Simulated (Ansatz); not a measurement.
Relaxed MgH$_{2}$ (rutile):

```yaml
crystal:
  lattice:
    - [4.51729, 0.00000, 0.00000]
    - [0.00000, 4.51729, 0.00000]
    - [0.00000, 0.00000, 3.01286]
  atoms:
    - { symbol: Mg, position: [0.00000, 0.00000, 0.00000] }
    - { symbol: Mg, position: [0.50000, 0.50000, 0.50000] }
    - { symbol: H, position: [0.30441, 0.30441, 0.00000] }
    - { symbol: H, position: [0.80441, 0.19559, 0.50000] }
    - { symbol: H, position: [0.19559, 0.80441, 0.50000] }
    - { symbol: H, position: [0.69559, 0.69559, 0.00000] }
```

Scan: atom 5 (H, nearest neighbour Mg at 1.945 Å; its periodic images, 3.0 Å or more away, move with it) is displaced along Cartesian [110], direction (0.707, 0.707, 0.000) in Cartesian axes, by s. The other atoms stay.

The numbers are results of PBE (plane waves to 420 eV, PAW, scalar-relativistic; Ansatz, an electronic-structure program), not measurements. k mesh 6×6×9 (Γ-centred), Fermi-Dirac smearing 0.05 eV. The energy includes the smearing's −TS. Compression counts positive. MgH2 was relaxed with its symmetry unable to fall. The zero of ΔE is the undisplaced structure.

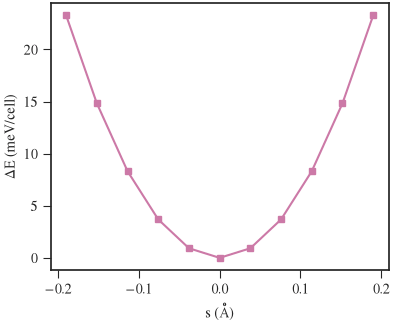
ΔE (meV/cell) against s (Å); computed points joined by lines.

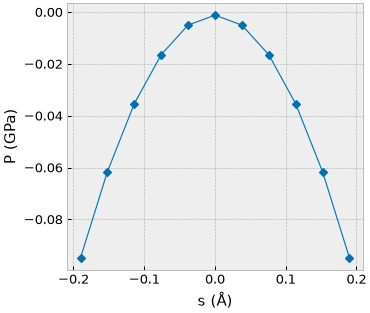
Figure. P (GPa) against s (Å); markers are the computed points, lines only join them.

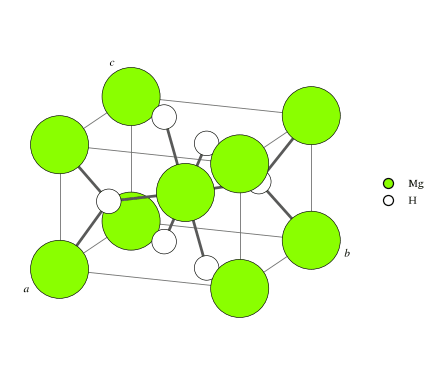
Figure. The cell of the calculation at s = -0.190 Å.

The force constant k = d²E/ds² at s = 0 (finite differences) is 1.27 eV/Å² and the energy at s = 0.190 Å is 23.3 meV/cell. The force along the line at s = -0.190 Å is 0.248 eV/Å. Shape of the curve: a single well with its minimum at or next to zero displacement. Harmonic estimate at the end of the scan: ½ks² = 23.0 meV/cell against the computed 23.3 meV/cell, so the well is close to harmonic there.

The forces along the line at the two nearest points give (0.048 − (-0.048)) / (2·0.038) = 1.26 eV/Å²; the next pair corrects for the finite step.

(For displaced atoms, the force is minus the slope of the energy, and its curvature is a force constant, which sets phonon frequencies.)
